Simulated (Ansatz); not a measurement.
## Zn₁₀O₁₀: one change and its effect

System: Zn₁₀O₁₀ (Zn10O10 zinc blende bond disc).
Method of the first run: RHF/STO-3G (Ansatz 0.2.0).

The geometry comes from this level: PBE-D4/def2-SVP. Text and figures count atoms from 1; the logs count them from 0 in places.

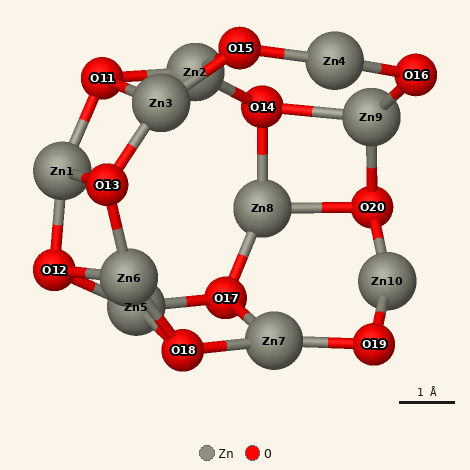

The input geometry (ball-and-stick view, seen at a tilt; atoms are numbered from 1 in the order of the input). Sticks mark near contacts. Bond lengths as drawn: O–Zn 1.78 to 2.17 Å.

### The input, the first run
```yaml
crystal:
  periodic: [false, false, false]
  atoms:
    - {symbol: Zn, position_ang: [-2.191094, -2.167456, -0.862745]}
    - {symbol: Zn, position_ang: [-1.969024, 1.023182, -0.923332]}
    - {symbol: Zn, position_ang: [-2.699780, -0.467436, 1.146944]}
    - {symbol: Zn, position_ang: [-1.251987, 2.641880, 1.448972]}
    - {symbol: Zn, position_ang: [0.873840, -2.391856, -1.139558]}
    - {symbol: Zn, position_ang: [-0.462906, -2.848870, 1.065938]}
    - {symbol: Zn, position_ang: [2.409027, -1.161659, 0.797619]}
    - {symbol: Zn, position_ang: [1.182638, 0.816420, -1.641598]}
    - {symbol: Zn, position_ang: [0.713334, 3.141749, -0.341259]}
    - {symbol: Zn, position_ang: [3.145048, 1.430790, 0.265133]}
    - {symbol: O, position_ang: [-3.051579, -0.517572, -0.918342]}
    - {symbol: O, position_ang: [-0.749088, -3.319102, -1.034024]}
    - {symbol: O, position_ang: [-2.216266, -2.255603, 1.306652]}
    - {symbol: O, position_ang: [-0.406040, 1.863828, -1.464323]}
    - {symbol: O, position_ang: [-2.495064, 1.395986, 1.057147]}
    - {symbol: O, position_ang: [0.058446, 3.827349, 1.246559]}
    - {symbol: O, position_ang: [1.920662, -0.846273, -1.272931]}
    - {symbol: O, position_ang: [1.383167, -2.723471, 0.851161]}
    - {symbol: O, position_ang: [3.474517, 0.170758, 1.476790]}
    - {symbol: O, position_ang: [2.332151, 2.387366, -1.064802]}
basis:
  gaussian: {orbitals: STO-3G}
hamiltonian: {xc: hf}
scf: {omitted_lower_state_checks: [starts]}
output: {orbitals: {seedname: orbitals}}
```

Command:
```bash
ansatz run in.yaml --threads 2 --pin off --events-out ev --progress --plain --max-ram 32768MiB --backend cuda --devices 0, --max-vram 18GiB
```

Hardware: 2 CPU threads, shared host.

### Output (the first run)
```
Functional definition: HF
  exchange = exact_x
  correlation = 0
these checks for a lower state are left out or cut short: starts
2422 factors; integrals over basis functions are off by at most 5.0e-4 eV
mean field evaluation 1: about -496757.7552 eV, gradient 5.7e2 eV
mean field evaluation 2: about -496761.1587 eV, gradient 5.7e2 eV
mean field evaluation 4: about -496803.6218 eV, gradient 4.2e2 eV
mean field evaluation 8: about -497882.5654 eV, gradient 2.7e2 eV
mean field evaluation 16: about -498276.1334 eV, gradient 7.3e0 eV
a density is far from that of the atoms, so the factors are made again for it
2626 factors; integrals over basis functions are off by at most 3.6e-5 eV
mean field evaluation 32: about -498280.5845 eV, gradient 6.1e-3 eV
mean field -498280.58447318 eV, -18311.4737326786 hartree, gradient 2.6e-5 eV, S^2 0.000000; 0 other end points of the search recorded, 0 dependent functions left out
reference -498280.58447318 eV, -18311.4737326786 hartree; 190, 190 occupied and 40, 40 virtual orbitals, 2626 factors
Total energy: -498280.58447318 eV, -18311.4737326786 hartree
Checks for a lower state left out: starts
```

For the second run the input was changed thus:
```diff
-  gaussian: {orbitals: STO-3G}
+  gaussian: {orbitals: 6-31G}
```

Predict how the results change.

The total energy of the second run is 133317.5 kcal/mol lower, which measures the change of basis and not a stability. The HOMO goes from −2.86 to −11.05 eV. The LUMO goes from 3.67 to −0.25 eV. The basis functions go from 230 to 360.

### Output (the second run)
```
Functional definition: HF
  exchange = exact_x
  correlation = 0
these checks for a lower state are left out or cut short: starts
3676 factors; integrals over basis functions are off by at most 4.4e-4 eV
mean field evaluation 1: about -504028.6573 eV, gradient 1.2e2 eV
mean field evaluation 2: about -504031.2242 eV, gradient 1.2e2 eV
mean field evaluation 4: about -504061.2729 eV, gradient 9.5e0 eV
mean field evaluation 8: about -504061.7691 eV, gradient 1.8e0 eV
mean field evaluation 16: about -504061.7793 eV, gradient 2.8e-5 eV
mean field -504061.77927034 eV, -18523.9287228398 hartree, gradient 2.8e-5 eV, S^2 0.000000; 0 other end points of the search recorded, 0 dependent functions left out
reference -504061.77927034 eV, -18523.9287228398 hartree; 190, 190 occupied and 190, 190 virtual orbitals, 3676 factors
Total energy: -504061.77927034 eV, -18523.9287228398 hartree
Checks for a lower state left out: starts
```

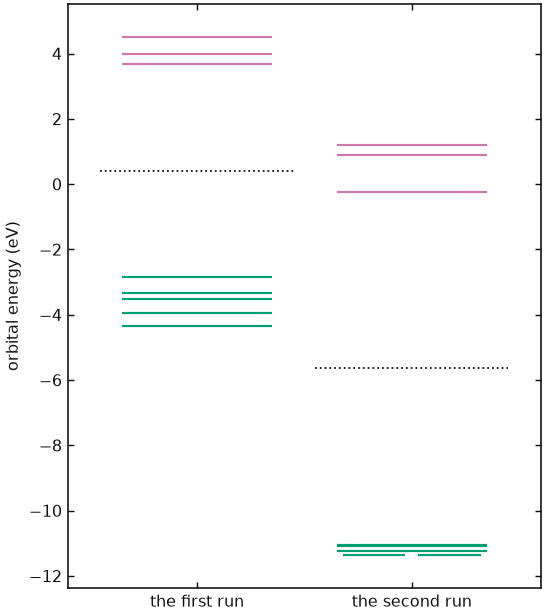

The five highest filled and three lowest empty orbital energies of the two runs; the dotted lines part filled from empty levels. The HOMO–LUMO gap is 6.53 eV in the first run and 10.80 eV in the second run.

### The two runs side by side

```csv
quantity,the first run,the second run
outcome,converged,converged
total energy (hartree),−18311.473733,−18523.928723
HOMO (eV),−2.86,−11.05
LUMO (eV),3.67,−0.25
basis functions,230,360
wall time (shared host),21 s,8.5 s
```
